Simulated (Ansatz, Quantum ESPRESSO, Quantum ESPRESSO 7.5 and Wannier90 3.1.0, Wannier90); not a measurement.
## Ballistic channels from Wannier functions: straight Li chain, spacing 2.95 Å

How many channels does the wire offer, and does a small Wannier basis get them right? The wire: straight Li chain, spacing 2.95 Å.

Program: Quantum ESPRESSO 7.5 and Wannier90 3.1.0. Level of theory: plane-wave DFT, PBE, GBRV ultrasoft pseudopotentials (cross-check by Ansatz 0.2.0 with PAW datasets). Results are calculated unless marked as measured.

## Step 1: Set-up

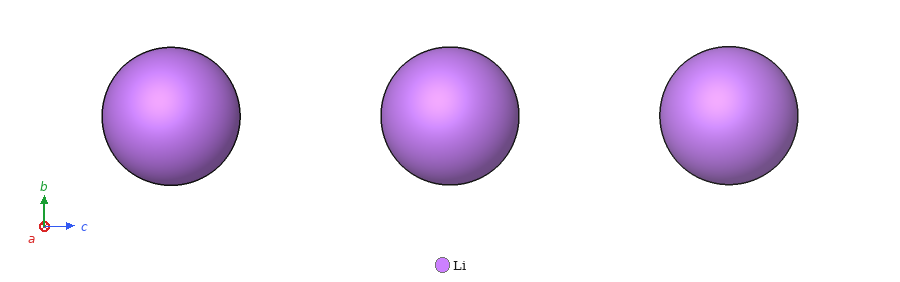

The cell as given, from the side, with the c axis across the page (lithium purple). 1×1×2 cells are drawn. Some periodic images of atoms are drawn too.

The cell holds 1 atom: 1 Li. Its edges and angles: a = 8.000 Å, b = 8.000 Å, c = 2.950 Å, α = 90.0°, β = 90.0°, γ = 90.0°. Vacuum lies along a and b. The structure's axis is c.

## Step 2: Ground state

scf.in reads:

```
&control
  prefix = 'scf'
  outdir = './out'
  pseudo_dir = './pseudo'
  calculation = 'scf'
  tprnfor = .true.
/
&system
  ibrav = 0
  nat = 1
  ntyp = 1
  ecutwfc = 34
  ecutrho = 170
  occupations = 'smearing'
  smearing = 'mv'
  degauss = 0.005
/
&electrons
  conv_thr = 1e-07
  mixing_beta = 0.4
  electron_maxstep = 120
  mixing_mode = 'local-TF'
/
ATOMIC_SPECIES
  Li  6.9400  li_pbe_v1.4.uspp.F.UPF
CELL_PARAMETERS angstrom
  8.00000000000000 0.00000000000000 0.00000000000000
  0.00000000000000 8.00000000000000 0.00000000000000
  0.00000000000000 0.00000000000000 2.95000000000000
ATOMIC_POSITIONS crystal
  Li  0.000000000000 0.000000000000 0.000000000000
K_POINTS automatic
  1 1 24 0 0 0
```

Command:

```
$ OMP_NUM_THREADS=1 mpirun -n 2 pw.x -nk 2 -in scf.in > scf.out
```

The program printed:

```text
Program PWSCF v.7.5 starts
[citation notice left out]

     Parallel version (MPI & OpenMP), running on       2 processor cores
     Number of MPI processes:                 2
     Threads/MPI process:                     1

     MPI processes distributed on     1 nodes
[...]
Current dimensions of program PWSCF are:
     Max number of different atomic species (ntypx) = 10
     Max number of k-points (npk) =  40000
     Max angular momentum in pseudopotentials (lmaxx) =  4
     Message from routine setup:
     using ibrav=0 with symmetry is DISCOURAGED, use correct ibrav instead

     K-points division:     npool     =       2
     Subspace diagonalization in iterative solution of the eigenvalue problem:
     a serial algorithm will be used

     G-vector sticks info
     --------------------
     sticks:   dense  smooth     PW     G-vecs:    dense   smooth      PW
     Sum        3093    2469    749                47659    34097    5687

     Using Slab Decomposition

     bravais-lattice index     =            0
     lattice parameter (alat)  =      15.1178  a.u.
     unit-cell volume          =    1274.0856 (a.u.)^3
     number of atoms/cell      =            1
     number of atomic types    =            1
     number of electrons       =         3.00
     number of Kohn-Sham states=            6
     kinetic-energy cutoff     =      34.0000  Ry
     charge density cutoff     =     170.0000  Ry
     scf convergence threshold =      1.0E-07
     mixing beta               =       0.4000
     number of iterations used =            8  local-TF  mixing
     Exchange-correlation=  SLA  PW   PBX  PBC
                           (   1   4   3   4   0   0   0)

     celldm(1)=  15.117809  celldm(2)=   0.000000  celldm(3)=   0.000000
     celldm(4)=   0.000000  celldm(5)=   0.000000  celldm(6)=   0.000000

     crystal axes: (cart. coord. in units of alat)
               a(1) = (   1.000000   0.000000   0.000000 )
               a(2) = (   0.000000   1.000000   0.000000 )
               a(3) = (   0.000000   0.000000   0.368750 )

     reciprocal axes: (cart. coord. in units 2 pi/alat)
               b(1) = (  1.000000  0.000000  0.000000 )
               b(2) = (  0.000000  1.000000  0.000000 )
               b(3) = (  0.000000  0.000000  2.711864 )

     PseudoPot. # 1 for Li read from file:
     ./pseudo/li_pbe_v1.4.uspp.F.UPF
     Pseudo is Ultrasoft, Zval =  3.0
     Generated by new atomic code, or converted to UPF format
     Using radial grid of  751 points,  5 beta functions with:
                l(1) =   0
                l(2) =   0
                l(3) =   0
                l(4) =   1
                l(5) =   1
     Q(r) pseudized with 10 coefficients,  rinner =    1.150   1.150   1.150

     atomic species   valence    mass     pseudopotential
     Li                3.00     6.94000     Li( 1.00)

     16 Sym. Ops., with inversion, found

   Cartesian axes

     site n.     atom                  positions (alat units)
         1        Li     tau(   1) = (   0.0000000   0.0000000   0.0000000  )

     number of k points=    13  Marzari-Vanderbilt smearing, width (Ry)=  0.0050
                       cart. coord. in units 2pi/alat
        k(    1) = (   0.0000000   0.0000000   0.0000000), wk =   0.0833333
        k(    2) = (   0.0000000   0.0000000   0.1129944), wk =   0.1666667
        k(    3) = (   0.0000000   0.0000000   0.2259887), wk =   0.1666667
        k(    4) = (   0.0000000   0.0000000   0.3389831), wk =   0.1666667
        k(    5) = (   0.0000000   0.0000000   0.4519774), wk =   0.1666667
        k(    6) = (   0.0000000   0.0000000   0.5649718), wk =   0.1666667
        k(    7) = (   0.0000000   0.0000000   0.6779661), wk =   0.1666667
        k(    8) = (   0.0000000   0.0000000   0.7909605), wk =   0.1666667
        k(    9) = (   0.0000000   0.0000000   0.9039548), wk =   0.1666667
        k(   10) = (   0.0000000   0.0000000   1.0169492), wk =   0.1666667
[...]
k(   13) = (   0.0000000   0.0000000  -1.3559322), wk =   0.0833333

     Dense  grid:    47659 G-vectors     FFT dimensions: (  64,  64,  24)

     Smooth grid:    34097 G-vectors     FFT dimensions: (  60,  60,  24)

     Estimated max dynamical RAM per process >      50.92 MB

     Estimated total dynamical RAM >      90.20 MB

     Initial potential from superposition of free atoms

     starting charge       2.5493, renormalised to       3.0000

     negative rho (up, down):  5.899E-06 0.000E+00
     Starting wfcs are    5 randomized atomic wfcs +    1 random wfcs

     total cpu time spent up to now is        1.7 secs

     per-process dynamical memory:    28.5 Mb

     Self-consistent Calculation

     iteration #  1     ecut=    34.00 Ry     beta= 0.40
     Davidson diagonalization with overlap
     ethr =  1.00E-02,  avg # of iterations =  8.5

     negative rho (up, down):  2.296E-04 0.000E+00

     total cpu time spent up to now is        2.3 secs

     total energy              =     -14.47688695 Ry
     estimated scf accuracy    <       0.19713837 Ry

     iteration #  2     ecut=    34.00 Ry     beta= 0.40
[...]
negative rho (up, down):  1.885E-03 0.000E+00

[...]
total energy              =     -14.38579165 Ry
     estimated scf accuracy    <       0.12015114 Ry

     iteration #  3     ecut=    34.00 Ry     beta= 0.40
[...]
negative rho (up, down):  1.016E-03 0.000E+00

[...]
total energy              =     -14.39683159 Ry
     estimated scf accuracy    <       0.00551640 Ry

     iteration #  4     ecut=    34.00 Ry     beta= 0.40
[...]
negative rho (up, down):  4.984E-04 0.000E+00

[...]
total energy              =     -14.39816003 Ry
     estimated scf accuracy    <       0.00035438 Ry

     iteration #  5     ecut=    34.00 Ry     beta= 0.40
[...]
negative rho (up, down):  2.429E-07 0.000E+00

[...]
total energy              =     -14.39839185 Ry
     estimated scf accuracy    <       0.00003877 Ry

     iteration #  6     ecut=    34.00 Ry     beta= 0.40
[...]
total energy              =     -14.39839513 Ry
     estimated scf accuracy    <       0.00000732 Ry

     iteration #  7     ecut=    34.00 Ry     beta= 0.40
[...]
total energy              =     -14.39839788 Ry
     estimated scf accuracy    <       0.00000093 Ry

     iteration #  8     ecut=    34.00 Ry     beta= 0.40
[...]
total energy              =     -14.39839802 Ry
     estimated scf accuracy    <       0.00000056 Ry

     iteration #  9     ecut=    34.00 Ry     beta= 0.40
[...]
End of self-consistent calculation

          k = 0.0000 0.0000 0.0000 (  4231 PWs)   bands (ev):

   -50.7899  -3.6097  -1.2002  -1.2002   0.2318   0.9016

          k = 0.0000 0.0000 0.1130 (  4231 PWs)   bands (ev):

   -50.7898  -3.5872  -1.1707  -1.1707   0.2571   0.9316

          k = 0.0000 0.0000 0.2260 (  4251 PWs)   bands (ev):

   -50.7894  -3.5200  -1.0823  -1.0823   0.3328   1.0217

          k = 0.0000 0.0000 0.3390 (  4259 PWs)   bands (ev):

   -50.7887  -3.4090  -0.9350  -0.9350   0.4578   1.1716

          k = 0.0000 0.0000 0.4520 (  4255 PWs)   bands (ev):

   -50.7878  -3.2554  -0.7290  -0.7290   0.6303   1.3817

          k = 0.0000 0.0000 0.5650 (  4266 PWs)   bands (ev):

   -50.7869  -3.0616  -0.4648  -0.4648   0.8462   1.6518

[...]
the Fermi energy is    -2.8215 ev

!    total energy              =     -14.39839825 Ry
     estimated scf accuracy    <       0.00000002 Ry
     smearing contrib. (-TS)   =      -0.00013643 Ry
     internal energy E=F+TS    =     -14.39826183 Ry

     The total energy is F=E-TS. E is the sum of the following terms:
     one-electron contribution =     -15.97612299 Ry
     hartree contribution      =       6.23425704 Ry
     xc contribution           =      -3.27176262 Ry
     ewald contribution        =      -1.38463326 Ry

     convergence has been achieved in   9 iterations

     Forces acting on atoms (cartesian axes, Ry/au):

     atom    1 type  1   force =     0.00000000    0.00000000    0.00000000

     Total force =     0.000000     Total SCF correction =     0.000000

[...]
=------------------------------------------------------------------------------=
   JOB DONE.
=------------------------------------------------------------------------------=
```

Run time: 6.5 s. Hardware: 2 MPI ranks of AMD EPYC 7R43, shared host; peak memory 0.19 GiB.

This step gave:

| Quantity | Value |
| --- | --- |
| free energy | -195.9002 eV |
| Fermi energy | -2.821 eV |

The program's own clock; routines nest. Time by routine:

```
  routine  wall time (s)  calls
    PWSCF           5.62      1
electrons           3.92      1
  c_bands           2.03      9
 init_run           1.46      1
    h_psi            1.2    279
     fftw           1.17   2576
 vloc_psi           1.16    279
  cegterg           0.98     63
     ffts           0.85    831
  mix_rho            0.8      9
  potinit           0.51      1
 sum_band            0.5      9
      fft           0.49    130
   hinit0           0.47      1
```

The run needed 9 iterations to bring the estimated error under 1e-07 Ry.

## Step 3: Full uniform mesh without symmetry

Wannier90 needs the states on a whole uniform mesh, listed point by point, without symmetry.

nscf.in reads:

```
&control
  prefix = 'nscf'
  outdir = './out'
  pseudo_dir = './pseudo'
  calculation = 'nscf'
/
&system
  ibrav = 0
  nat = 1
  ntyp = 1
  ecutwfc = 34
  ecutrho = 170
  occupations = 'smearing'
  smearing = 'mv'
  degauss = 0.005
  nosym = .true.
  noinv = .true.
  nbnd = 8
/
&electrons
  conv_thr = 1e-09
  mixing_beta = 0.4
  electron_maxstep = 120
  mixing_mode = 'local-TF'
  diago_full_acc = .true.
/
ATOMIC_SPECIES
  Li  6.9400  li_pbe_v1.4.uspp.F.UPF
CELL_PARAMETERS angstrom
  8.00000000000000 0.00000000000000 0.00000000000000
  0.00000000000000 8.00000000000000 0.00000000000000
  0.00000000000000 0.00000000000000 2.95000000000000
ATOMIC_POSITIONS crystal
  Li  0.000000000000 0.000000000000 0.000000000000
K_POINTS crystal
12
  0.0000000000 0.0000000000 0.0000000000 0.0833333333
  0.0000000000 0.0000000000 0.0833333333 0.0833333333
  0.0000000000 0.0000000000 0.1666666667 0.0833333333
  0.0000000000 0.0000000000 0.2500000000 0.0833333333
  0.0000000000 0.0000000000 0.3333333333 0.0833333333
  0.0000000000 0.0000000000 0.4166666667 0.0833333333
  0.0000000000 0.0000000000 0.5000000000 0.0833333333
  0.0000000000 0.0000000000 0.5833333333 0.0833333333
  0.0000000000 0.0000000000 0.6666666667 0.0833333333
  0.0000000000 0.0000000000 0.7500000000 0.0833333333
  0.0000000000 0.0000000000 0.8333333333 0.0833333333
  0.0000000000 0.0000000000 0.9166666667 0.0833333333
```

Command:

```
$ cp -r out/scf.save out/nscf.save
$ cp out/scf.xml out/nscf.xml
$ OMP_NUM_THREADS=1 mpirun -n 2 pw.x -nk 1 -in nscf.in > nscf.out
```

The program printed:

```text
[banner, memory and clock lines left out]
Program PWSCF v.7.5 starts
[citation notice left out]

[...]
bravais-lattice index     =            0
     lattice parameter (alat)  =      15.1178  a.u.
     unit-cell volume          =    1274.0856 (a.u.)^3
     number of atoms/cell      =            1
     number of atomic types    =            1
     number of electrons       =         3.00
     number of Kohn-Sham states=            8
     kinetic-energy cutoff     =      34.0000  Ry
     charge density cutoff     =     170.0000  Ry
     Exchange-correlation=  SLA  PW   PBX  PBC
                           (   1   4   3   4   0   0   0)

[...]
PseudoPot. # 1 for Li read from file:
     ./pseudo/li_pbe_v1.4.uspp.F.UPF
     Pseudo is Ultrasoft, Zval =  3.0
     Generated by new atomic code, or converted to UPF format
     Using radial grid of  751 points,  5 beta functions with:
                l(1) =   0
                l(2) =   0
                l(3) =   0
                l(4) =   1
                l(5) =   1
     Q(r) pseudized with 10 coefficients,  rinner =    1.150   1.150   1.150

     atomic species   valence    mass     pseudopotential
     Li                3.00     6.94000     Li( 1.00)

     No symmetry found

[...]
number of k points=    12  Marzari-Vanderbilt smearing, width (Ry)=  0.0050
[...]
Dense  grid:    47659 G-vectors     FFT dimensions: (  64,  64,  24)

     Smooth grid:    34097 G-vectors     FFT dimensions: (  60,  60,  24)

     The potential is recalculated from file :
     ./out/nscf.save/charge-density

     Starting wfcs are    5 randomized atomic wfcs +    3 random wfcs

     Band Structure Calculation
     Davidson diagonalization with overlap
     c_bands:  1 eigenvalues not converged
     c_bands:  2 eigenvalues not converged

     ethr =  3.33E-11,  avg # of iterations = 98.8

     End of band structure calculation

          k = 0.0000 0.0000 0.0000 (  4231 PWs)   bands (ev):

   -50.7880  -3.6091  -1.1996  -1.1996   0.2316   0.9017   2.5478   2.7534

          k = 0.0000 0.0000 0.2260 (  4251 PWs)   bands (ev):

   -50.7875  -3.5195  -1.0817  -1.0817   0.3326   1.0217   2.6677   2.8722

[...]
the Fermi energy is    -2.8210 ev
     (compare with:    -2.8215 eV, computed in scf)

[...]
```

Elapsed: 5.1 s, on 2 MPI ranks; peak memory 0.12 GiB.

The program's own clock; routines nest. Time by routine:

```
    routine  wall time (s)  calls
      PWSCF            4.3      1
  electrons           3.58      1
    c_bands           3.58      1
    cegterg           3.51     63
      h_psi           2.96   1261
   vloc_psi           2.84   1261
       fftw           2.58  10590
   init_run            0.6      1
    potinit           0.31      1
       ffts           0.28      1
interpolate           0.28      1
     hinit0           0.25      1
        fft           0.23     12
    cdiaghg           0.08   1198
```

(Continued in part 2 of 5.)

[Logs are printed without paths, hosts, clocks, repeated set-up lines and the standing remarks that a program may print on its own settings, such as how far it seeks lower states.]

[Hosts, paths, dates, database ids (printed as entryN), source tags and the programs' standing remarks are cut or masked in the printed files.]

[Maps of the electrostatic potential energy from Ansatz leave out the sawtooth potential of an applied field or a dipole correction, so their vacuum need not be flat; planar profiles and work functions include it.]
